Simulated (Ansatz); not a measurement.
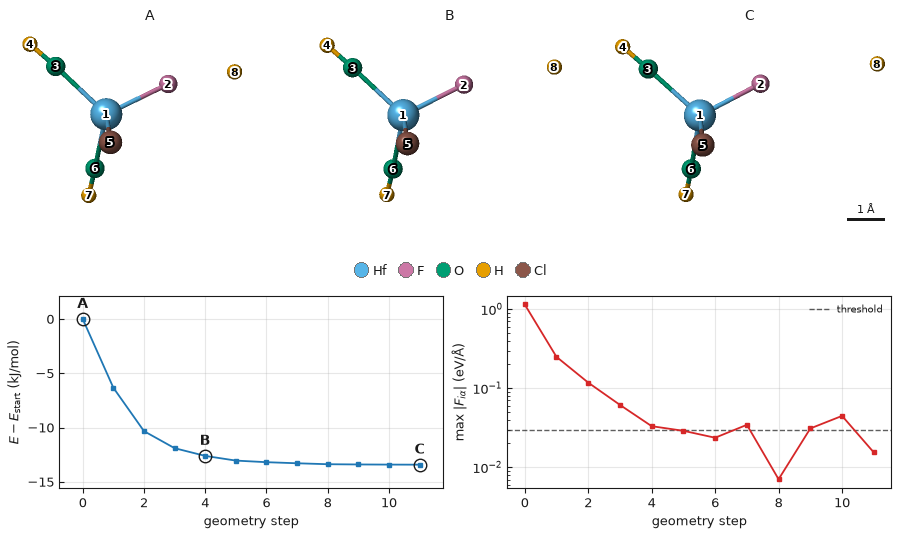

Frames of a relaxation of HfH3O2ClF (multiplicity 2), marked on the history of the run. The picture is a ball-and-stick view, seen at a tilt.

The run prepares an end point of a later path (reaction) calculation, from a guessed geometry.

All numbers below come from UHF/def2-SVP in Ansatz 0.2.0.

Input
```yaml
crystal:
  periodic: [false, false, false]
  atoms:
    - { symbol: Hf, position_ang: [0.001783, -0.06169, 0.049255] }
    - { symbol: F, position_ang: [0.174173, 0.255588, 1.970631] }
    - { symbol: O, position_ang: [1.749176, -0.334992, -0.686368] }
    - { symbol: H, position_ang: [2.58804, -0.488913, -1.079753] }
    - { symbol: Cl, position_ang: [-1.005031, 1.851819, -0.977566] }
    - { symbol: O, position_ang: [-1.117672, -1.590787, -0.222363] }
    - { symbol: H, position_ang: [-1.673087, -2.331261, -0.381677] }
    - { symbol: H, position_ang: [-0.088481, -0.039463, 4.067141] }
magnetization:
  spin_polarized: true
  initial_magnetization: 1
basis:
  gaussian: { orbitals: def2-SVP }
hamiltonian:
  xc: hf
relax:
  f_tol: 0.03
  max_steps: 50
```

Run as
```bash
ansatz run input.yaml --threads 2 --pin off --max-ram 3072MiB --backend cpu --events-out ev --progress --plain --runs-dir out
```

> Describe the path.

Over 11 geometry steps the energy falls by 13.4 kJ/mol. Largest force component: 1.1 eV/Å at the start, 0.015 eV/Å at the end. The atom that moves furthest after the best rigid fit is H8 (1.32 Å). By element the largest moves are H 1.32 Å, F 0.28 Å, Cl 0.24 Å, O 0.23 Å, Hf 0.21 Å. Some distances before and after: Hf1–F2 1.955 → 1.922 Å, Hf1–Cl5 2.394 → 2.404 Å. The run took 32 s on 2 threads of Arm Neoverse V1, on a shared host, peak memory 0.29 GiB. From step 0 to 4: H8 moves most (0.62 Å), energy −12.6 kJ/mol. From step 4 to 11: H8 moves most (0.71 Å), energy −0.81 kJ/mol.

```
step  E − E(0), kJ/mol  largest force component, eV/Å
   0              0.00                         1.1471
   1             -6.33                         0.2495
   2            -10.32                         0.1178
   3            -11.89                         0.0615
   4            -12.60                         0.0331
   5            -13.03                         0.0289
   6            -13.18                         0.0236
   7            -13.28                         0.0345
   8            -13.37                         0.0071
   9            -13.39                         0.0310
  10            -13.40                         0.0447
  11            -13.41                         0.0154
```

Limits of the set-up: Hartree-Fock leaves out electron correlation.
